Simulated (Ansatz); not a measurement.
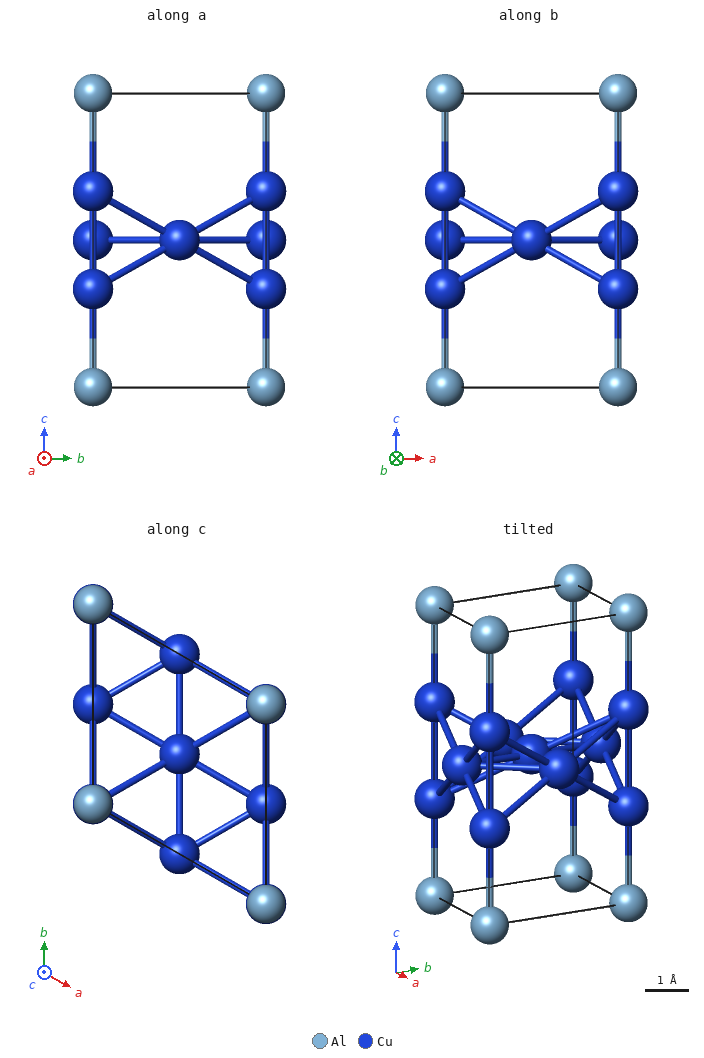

An orthographic ball-and-stick view of the structure, along the a axis, along the b axis, along the c axis and slightly off an axis. The lines enclose the conventional unit cell; boundary atoms appear with their images.

Lattice parameters: a = 4.7247 Å, b = 4.7247 Å, c = 6.9507 Å, α = 90.000°, β = 90.000°, γ = 120.000°.

### Reconstruct the structure as a CIF with its space group and independent sites.

```cif
data_structure
_symmetry_space_group_name_H-M 'P 6/m m m'
_symmetry_Int_Tables_number 191
_cell_length_a 4.7247
_cell_length_b 4.7247
_cell_length_c 6.9507
_cell_angle_alpha 90.000
_cell_angle_beta 90.000
_cell_angle_gamma 120.000
_cell_volume 134.37
loop_
_atom_site_label
_atom_site_type_symbol
_atom_site_symmetry_multiplicity
_atom_site_Wyckoff_symbol
_atom_site_fract_x
_atom_site_fract_y
_atom_site_fract_z
_atom_site_occupancy
Al1 Al 1 a 0.0000 0.0000 0.0000 1
Cu1 Cu 3 g 0.5000 0.0000 0.5000 1
Cu2 Cu 2 e 0.0000 0.0000 0.6664 1
```

Provenance: a random cell made by a generator, so it need not be a real form of the compound. Relaxation method: DFT PBE, scalar-relativistic, plane waves, PAW (Ansatz).
